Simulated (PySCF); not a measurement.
# C₂H₇BO₃: NMR shifts at several levels of theory, part 2 of 2

PySCF 2.14.0. Atoms count from 0. The steps go on from the part before.

### 9 Nuclear shieldings: wB97X-D/pcSseg-1

What the job is given:

```
{"job": {"kind": "nmr", "xc": "wB97X-D", "basis": "pcSseg-1", "pop": false}, "charge": 0, "multiplicity": 1}
C      1.925190    -0.858446    -0.299360
O      0.559436    -0.576213    -0.148914
B      0.048049     0.654907    -0.410429
O      0.850243     1.679416    -0.821593
O     -1.287502     0.878871    -0.253496
C     -2.143605    -0.149463     0.167894
H      2.094522    -1.446268    -1.216931
H      2.531489     0.058488    -0.356745
H      2.264787    -1.459641     0.558157
H      0.336419     2.483436    -0.944626
H     -2.147964    -0.992778    -0.542496
H     -1.852986    -0.543791     1.155690
H     -3.162731     0.257679     0.236933
```

Level: GIAO wB97X-D/pcSseg-1 NMR shielding, non-relativistic, gas phase.

The program printed:

```text
coarse grid: 10856 points
cycle   1  E = -330.7256128569  dE =  9.083e-01  |g| = 9.589e-01  |ddm| = 2.876e+00
cycle   2  E = -330.7261136795  dE = -5.008e-04  |g| = 1.013e+00  |ddm| = 9.391e-01
cycle   3  E = -330.8890741529  dE = -1.630e-01  |g| = 3.832e-02  |ddm| = 4.747e-01
cycle   4  E = -330.8894282119  dE = -3.541e-04  |g| = 1.454e-02  |ddm| = 3.571e-02
cycle   5  E = -330.8894565148  dE = -2.830e-05  |g| = 9.906e-03  |ddm| = 1.323e-02
cycle   6  E = -330.8894727180  dE = -1.620e-05  |g| = 6.342e-04  |ddm| = 4.987e-03
cycle   7  E = -330.8894728930  dE = -1.751e-07  |g| = 1.514e-04  |ddm| = 1.270e-03
final grid: 104856 points
cycle   8  E = -330.9511667590  dE = -1.344e-04  |g| = 4.538e-03  |ddm| = 2.791e-02
cycle   9  E = -330.9511694690  dE = -2.710e-06  |g| = 3.726e-03  |ddm| = 6.130e-03
cycle  10  E = -330.9511718330  dE = -2.364e-06  |g| = 6.769e-04  |ddm| = 2.024e-03
cycle  11  E = -330.9511719265  dE = -9.343e-08  |g| = 3.290e-04  |ddm| = 8.117e-04
cycle  12  E = -330.9511719499  dE = -2.347e-08  |g| = 5.634e-05  |ddm| = 3.029e-04
cycle  13  E = -330.9511719509  dE = -9.452e-10  |g| = 2.952e-05  |ddm| = 8.192e-05
converged SCF energy = -330.9511719509

GIAO shielding tensors (ppm)
atom      isotropic    diamagn.    paramagn.     s11        s22        s33       span
  0 C      131.998     241.369    -109.372    103.543    110.181    182.269     78.726
  1 O      280.143     398.344    -118.201    179.487    310.445    350.498    171.011
  2 B       83.162     199.147    -115.985     81.354     83.296     84.836      3.482
  3 O      256.597     388.985    -132.388    190.000    285.857    293.934    103.934
  4 O      279.161     395.870    -116.709    179.835    326.753    330.894    151.059
  5 C      132.123     243.577    -111.454    107.806    108.673    179.890     72.084
  6 H       27.876      27.914      -0.037     23.721     25.521     34.386     10.664
  7 H       27.251      28.505      -1.254     22.739     26.758     32.255      9.516
  8 H       27.883      28.215      -0.332     23.663     25.783     34.203     10.540
  9 H       28.632      31.766      -3.134     21.775     25.144     38.978     17.203
 10 H       27.907      29.835      -1.927     24.128     25.880     33.714      9.586
 11 H       27.905      30.286      -2.381     24.138     25.942     33.636      9.499
 12 H       28.021      27.878       0.142     23.840     26.120     34.102     10.263
```

Run time: 23 s. Hardware: 1 thread of Arm Neoverse N1, shared host; peak memory 0.71 GiB.

This run: δ C0 52.5, O3 76.6, O1 53.5, B2 18.4, H6 3.57, H9 2.75 ppm (means over like atoms).

### 10 Shielding tensors: LC-wPBE/pcSseg-1

The job, as its differences from that of step 9:

```diff
@@ -1,2 +1,2 @@
-{"job": {"kind": "nmr", "xc": "wB97X-D", "basis": "pcSseg-1", "pop": false}, "charge": 0, "multiplicity": 1}
+{"job": {"kind": "nmr", "xc": "LC-wPBE", "basis": "pcSseg-1", "pop": false}, "charge": 0, "multiplicity": 1}
 C      1.925190    -0.858446    -0.299360
```

Method: GIAO LC-wPBE/pcSseg-1 NMR shielding, non-relativistic, gas phase.

The program printed:

```text
coarse grid: 10856 points
cycle   1  E = -330.6225751255  dE =  9.828e-01  |g| = 9.501e-01  |ddm| = 2.857e+00
cycle   2  E = -330.6562617506  dE = -3.369e-02  |g| = 9.200e-01  |ddm| = 8.507e-01
cycle   3  E = -330.7862734712  dE = -1.300e-01  |g| = 4.446e-02  |ddm| = 4.082e-01
cycle   4  E = -330.7868261309  dE = -5.527e-04  |g| = 1.546e-02  |ddm| = 4.437e-02
cycle   5  E = -330.7868716794  dE = -4.555e-05  |g| = 9.740e-03  |ddm| = 1.602e-02
cycle   6  E = -330.7868875002  dE = -1.582e-05  |g| = 1.157e-03  |ddm| = 5.130e-03
cycle   7  E = -330.7868879397  dE = -4.396e-07  |g| = 3.916e-04  |ddm| = 1.766e-03
final grid: 104856 points
cycle   8  E = -330.8610558159  dE = -4.414e-05  |g| = 4.809e-03  |ddm| = 1.607e-02
cycle   9  E = -330.8610570534  dE = -1.238e-06  |g| = 4.221e-03  |ddm| = 3.867e-03
cycle  10  E = -330.8610601747  dE = -3.121e-06  |g| = 4.645e-04  |ddm| = 1.900e-03
cycle  11  E = -330.8610602123  dE = -3.762e-08  |g| = 2.080e-04  |ddm| = 3.837e-04
cycle  12  E = -330.8610602217  dE = -9.375e-09  |g| = 4.693e-05  |ddm| = 1.572e-04
cycle  13  E = -330.8610602222  dE = -4.950e-10  |g| = 1.680e-05  |ddm| = 4.233e-05
converged SCF energy = -330.8610602222

GIAO shielding tensors (ppm)
atom      isotropic    diamagn.    paramagn.     s11        s22        s33       span
  0 C      136.583     241.384    -104.801    108.279    114.638    186.831     78.552
  1 O      286.134     398.004    -111.870    184.086    317.273    357.044    172.957
  2 B       82.374     199.580    -117.206     79.646     81.616     85.858      6.212
  3 O      260.646     388.621    -127.975    193.531    290.891    297.517    103.986
  4 O      285.490     395.674    -110.183    184.889    334.581    337.000    152.111
  5 C      136.607     243.670    -107.063    112.408    113.147    184.266     71.858
  6 H       27.841      27.888      -0.047     23.616     25.478     34.431     10.815
  7 H       27.206      28.468      -1.262     22.594     26.865     32.161      9.567
  8 H       27.836      28.165      -0.329     23.521     25.737     34.249     10.729
  9 H       28.483      31.756      -3.273     21.552     24.984     38.912     17.360
 10 H       27.876      29.777      -1.900     24.028     25.894     33.707      9.678
 11 H       27.873      30.207      -2.335     24.036     25.960     33.621      9.585
 12 H       27.956      27.866       0.090     23.658     26.053     34.158     10.500
```

Run time: 30 s. Hardware: 1 thread of Arm Neoverse N1, shared host; peak memory 0.71 GiB.

Key values: δ C0 52.0, O3 78.1, O1 52.9, B2 18.8, H6 3.56, H9 2.84 ppm (means over like atoms).

### 11 Nuclear shieldings: PBE0/STO-3G

The job, as its differences from that of step 10:

```diff
@@ -1,2 +1,2 @@
-{"job": {"kind": "nmr", "xc": "LC-wPBE", "basis": "pcSseg-1", "pop": false}, "charge": 0, "multiplicity": 1}
+{"job": {"kind": "nmr", "xc": "PBE0", "basis": "STO-3G", "pop": true}, "charge": 0, "multiplicity": 1}
 C      1.925190    -0.858446    -0.299360
```

Level: GIAO PBE0/STO-3G NMR shielding, non-relativistic, gas phase.

The program printed:

```text
coarse grid: 10856 points
cycle   1  E = -326.2450098450  dE =  9.903e-01  |g| = 6.947e-01  |ddm| = 4.437e+00
cycle   2  E = -326.2843809501  dE = -3.937e-02  |g| = 6.478e-01  |ddm| = 1.684e+00
cycle   3  E = -326.4054102184  dE = -1.210e-01  |g| = 2.371e-02  |ddm| = 7.843e-01
cycle   4  E = -326.4056461708  dE = -2.360e-04  |g| = 5.787e-03  |ddm| = 5.191e-02
cycle   5  E = -326.4056567351  dE = -1.056e-05  |g| = 2.395e-03  |ddm| = 1.068e-02
cycle   6  E = -326.4056584129  dE = -1.678e-06  |g| = 3.544e-04  |ddm| = 3.456e-03
final grid: 104856 points
cycle   7  E = -326.3638298401  dE = -1.019e-05  |g| = 6.889e-03  |ddm| = 2.042e-02
cycle   8  E = -326.3638323550  dE = -2.515e-06  |g| = 6.252e-03  |ddm| = 1.536e-02
cycle   9  E = -326.3638436343  dE = -1.128e-05  |g| = 2.762e-04  |ddm| = 7.432e-03
cycle  10  E = -326.3638436577  dE = -2.336e-08  |g| = 5.242e-05  |ddm| = 4.281e-04
cycle  11  E = -326.3638436585  dE = -8.192e-10  |g| = 1.005e-05  |ddm| = 7.907e-05
converged SCF energy = -326.3638436585

GIAO shielding tensors (ppm)
atom      isotropic    diamagn.    paramagn.     s11        s22        s33       span
  0 C      187.560     245.339     -57.779    165.596    168.225    228.860     63.263
  1 O      343.136     381.123     -37.987    236.643    361.918    430.848    194.205
  2 B      116.449     206.830     -90.381    114.238    117.379    117.729      3.491
  3 O      317.901     378.315     -60.414    255.041    312.988    385.674    130.634
  4 O      344.423     377.091     -32.668    241.301    369.709    422.259    180.959
  5 C      187.709     245.986     -58.277    166.242    168.715    228.169     61.927
  6 H       30.391      29.421       0.970     26.423     27.498     37.251     10.828
  7 H       29.912      30.110      -0.197     24.696     29.773     35.268     10.572
  8 H       30.371      29.757       0.614     26.166     27.572     37.375     11.209
  9 H       30.982      30.180       0.802     25.865     27.861     39.221     13.356
 10 H       30.364      30.824      -0.459     26.169     28.669     36.255     10.086
 11 H       30.351      31.346      -0.994     26.123     28.747     36.184     10.061
 12 H       30.467      28.582       1.885     26.226     27.556     37.618     11.392
```

Run time: 5.2 s. Hardware: 1 thread of Arm Neoverse N1, shared host; peak memory 0.42 GiB.

In short: δ C0 47.1, O3 23.8, O1 -2.1, B2 12.3, H6 2.30, H9 1.62 ppm (means over like atoms).

### 12 Nuclear shieldings: PBE0/6-31G

The job, as its differences from that of step 11:

```diff
@@ -1,2 +1,2 @@
-{"job": {"kind": "nmr", "xc": "PBE0", "basis": "STO-3G", "pop": true}, "charge": 0, "multiplicity": 1}
+{"job": {"kind": "nmr", "xc": "PBE0", "basis": "6-31G", "pop": true}, "charge": 0, "multiplicity": 1}
 C      1.925190    -0.858446    -0.299360
```

Method: GIAO PBE0/6-31G NMR shielding, non-relativistic, gas phase.

The program printed:

```text
coarse grid: 10856 points
cycle   1  E = -330.4925257993  dE =  8.907e-01  |g| = 8.844e-01  |ddm| = 3.272e+00
cycle   2  E = -330.3830631682  dE =  1.095e-01  |g| = 1.187e+00  |ddm| = 1.503e+00
cycle   3  E = -330.6441810614  dE = -2.611e-01  |g| = 3.164e-02  |ddm| = 8.570e-01
cycle   4  E = -330.6443058093  dE = -1.247e-04  |g| = 2.336e-02  |ddm| = 4.056e-02
cycle   5  E = -330.6444252785  dE = -1.195e-04  |g| = 4.761e-03  |ddm| = 1.809e-02
cycle   6  E = -330.6444294544  dE = -4.176e-06  |g| = 1.526e-03  |ddm| = 4.796e-03
final grid: 104856 points
cycle   7  E = -330.5926740763  dE = -8.226e-06  |g| = 9.479e-03  |ddm| = 1.676e-02
cycle   8  E = -330.5926600120  dE =  1.406e-05  |g| = 1.299e-02  |ddm| = 1.452e-02
cycle   9  E = -330.5926920648  dE = -3.205e-05  |g| = 9.309e-04  |ddm| = 8.542e-03
cycle  10  E = -330.5926922615  dE = -1.967e-07  |g| = 1.786e-04  |ddm| = 8.663e-04
cycle  11  E = -330.5926922673  dE = -5.822e-09  |g| = 5.035e-05  |ddm| = 1.673e-04
cycle  12  E = -330.5926922678  dE = -4.592e-10  |g| = 1.647e-05  |ddm| = 4.922e-05
converged SCF energy = -330.5926922678

GIAO shielding tensors (ppm)
atom      isotropic    diamagn.    paramagn.     s11        s22        s33       span
  0 C      150.343     240.612     -90.269    123.597    130.386    197.045     73.448
  1 O      276.855     398.380    -121.526    170.754    305.253    354.558    183.804
  2 B      100.351     198.715     -98.365     98.208    100.078    102.765      4.557
  3 O      255.286     392.259    -136.973    182.883    287.402    295.573    112.691
  4 O      275.314     399.841    -124.527    170.232    323.855    331.856    161.625
  5 C      149.859     242.897     -93.038    126.591    128.781    194.205     67.614
  6 H       28.874      27.845       1.029     24.397     26.645     35.580     11.183
  7 H       28.250      27.676       0.574     23.079     27.949     33.720     10.642
  8 H       28.898      28.027       0.871     24.438     26.872     35.384     10.946
  9 H       29.831      30.454      -0.623     23.847     26.242     39.403     15.556
 10 H       28.823      28.822       0.001     24.531     27.060     34.876     10.345
 11 H       28.820      28.871      -0.051     24.552     27.117     34.790     10.238
 12 H       29.061      29.006       0.055     24.694     27.184     35.305     10.611
```

It took 10 s on 1 thread of Arm Neoverse N1, shared host; peak memory 0.45 GiB.

This run: δ C0 49.4, O3 63.2, O1 42.4, B2 12.8, H6 3.82, H9 2.78 ppm (means over like atoms).

### 13 Comparing the runs: NMR shifts

Shifts (ppm), means over like atoms, with basis size and wall time:

```tsv
run	C0	H6	H9	O3	O1	B2	functions	time
PBE0/pcSseg-1	52.2	3.60	2.76	81.2	59.5	18.0	137	19 s
mPW1PW91/pcSseg-1	52.3	3.59	2.77	80.4	59.1	18.1	137	18 s
WP04/pcSseg-1	54.2	3.46	2.84	70.2	54.7	18.3	137	18 s
B97-2/pcSseg-1	52.1	3.59	2.70	76.9	56.7	17.6	137	18 s
BHandHLYP/pcSseg-1	51.1	3.56	2.89	76.0	51.4	19.7	137	18 s
CAM-B3LYP/pcSseg-1	52.4	3.63	2.83	82.9	60.6	18.8	137	24 s
wB97X-D/pcSseg-1	52.5	3.57	2.75	76.6	53.5	18.4	137	23 s
LC-wPBE/pcSseg-1	52.0	3.56	2.84	78.1	52.9	18.8	137	30 s
PBE0/STO-3G	47.1	2.30	1.62	23.8	-2.1	12.3	37	5.2 s
PBE0/6-31G	49.4	3.82	2.78	63.2	42.4	12.8	68	10 s
```

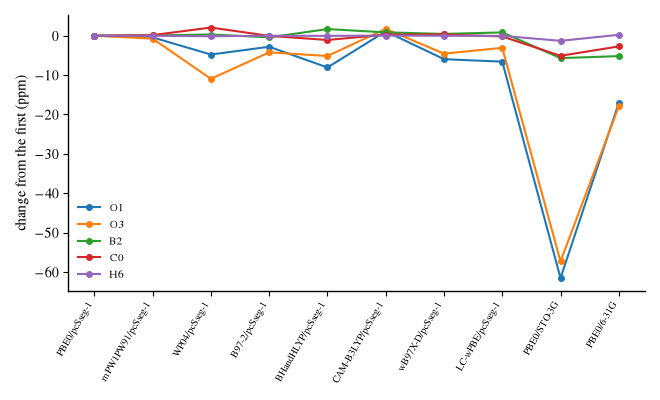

How five of the tabulated atoms move from run to run.

### 14 Outcome

The summary covers parts 1 to 2.

```
                                                               quantity                                             value
                                                            point group                                                C1
                                   rotational constants (main isotopes)                              5.77, 2.71, 1.89 GHz
13C shifts against TMS (PBE0/pcSseg-1, means over atoms taken as alike)                                          52.2 ppm
 1H shifts against TMS (PBE0/pcSseg-1, means over atoms taken as alike)                                    3.60, 2.76 ppm
17O shifts against H2O (PBE0/pcSseg-1, means over atoms taken as alike)                                    81.2, 59.5 ppm
                            11B shifts against BF3·OEt2 (PBE0/pcSseg-1)                                          18.0 ppm
                                               range of the shift of O1                                  -2.1 to 60.6 ppm
                                          property runs in this session  10, of which 0 failed and 1 gave unsound results
```

In words: Single values in the summary come from the first run of each kind that ended normally (PBE0/pcSseg-1), which need not be the best level. The optimisation took 5 steps and gained 0.091 eV; among the close pairs (by a distance rule), C0–O1 changed most, from 1.438 to 1.403 Å. No frequency check was run at this level, so the end point may be a saddle. H6, H7, H8, H10, H11, H12 (mean) (hydrogen on a methyl carbon bonded to O) lies farthest downfield among hydrogen, at 3.60 ppm; its carbon carries O, an electronegative neighbour. At PBE0/pcSseg-1: Shielding is most anisotropic at O1, O4 (span 167 ppm, paramagnetic term -121 ppm). In ppm, O1 (with its like atoms) moves most: its shift spreads over 62.7 ppm, from -2.1 (PBE0/STO-3G) to 60.6 (CAM-B3LYP/pcSseg-1). A minimal basis is unusable for shieldings, so that end is no result.
